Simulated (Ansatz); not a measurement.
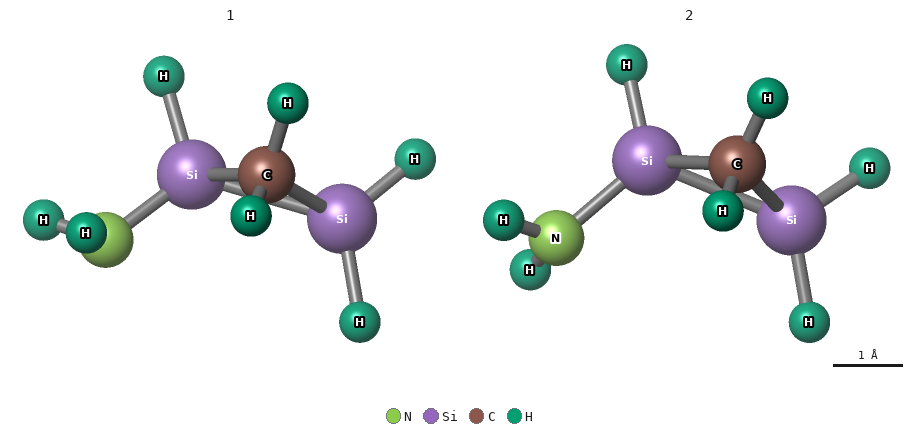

Two geometries of CH$_{7}$NSi$_{2}$ (coarse preliminary run), drawn at one scale. One is the start of a relaxation, the other its converged end. A ball-and-stick model, seen at a tilt.

Level of theory: RKS PBE-D4/def2-SVP in Ansatz 0.2.0. (force threshold 0.03 eV/Å; at most 200 steps)

Which geometry has the lower energy?

Answer. Structure 2 is the relaxed one. The start comes from a force field. After 8 geometry steps the energy has fallen by 113.6 kJ/mol. Largest force component: 4.4 eV/Å at the start, 0.024 eV/Å at the end. The largest move after the best rigid fit is that of an H atom, 0.87 Å. By element the largest moves are H 0.87 Å, Si 0.35 Å, C 0.32 Å, N 0.14 Å. Some distances before and after: N–Si 1.625 → 1.744 Å, C–Si 1.809 → 1.906 Å, C–Si 1.836 → 1.930 Å, C–H 1.022 → 1.106 Å. Bond angles that change, for instance: N–Si–C 104.5° → 114.2°, H–N–H 101.1° → 110.0°, C–Si–H 107.1° → 115.8°.
